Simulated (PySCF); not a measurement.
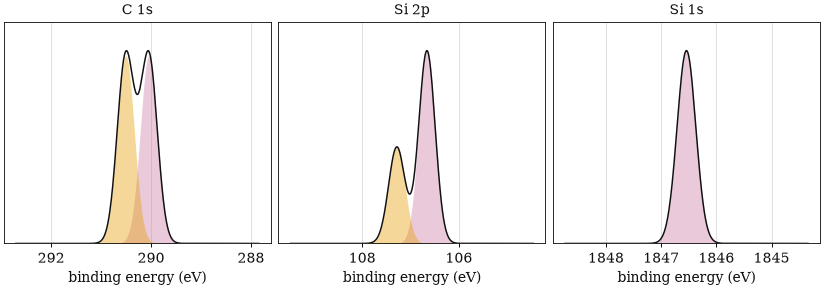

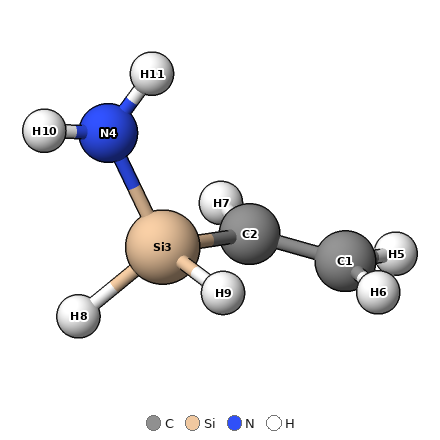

Simulated XPS of C₂H₇NSi, SMILES C=C[SiH2]N. Vertical core-electron binding energies by ΔSCF (SCAN, pcX-2 on the ionised atom, pcseg-1 elsewhere, spin-free X2C; PySCF, at a PBE0-D3(BJ)/def2-SVP geometry (no frequency check)), gas phase, against the vacuum level. One atom of each kind was ionised; within a panel, areas follow the number of like atoms and 2j + 1 (2p levels are split by first-order spin-orbit coupling, an approximation), each panel is scaled alone, Gaussians of 0.4 eV full width. Only the regions named are shown.

Assign the components.

```csv
level,atoms,binding energy (eV)
C 1s,C1,290.5
C 1s,C2,290.0
Si 2p1/2,Si3,107.3
Si 2p3/2,Si3,106.7
Si 1s,Si3,1846.5
```

How large is the chemical shift across the C 1s region?

0.5 eV, from C2 at 290.0 eV to C1 at 290.5 eV.

Note: one conformer of a flexible molecule.
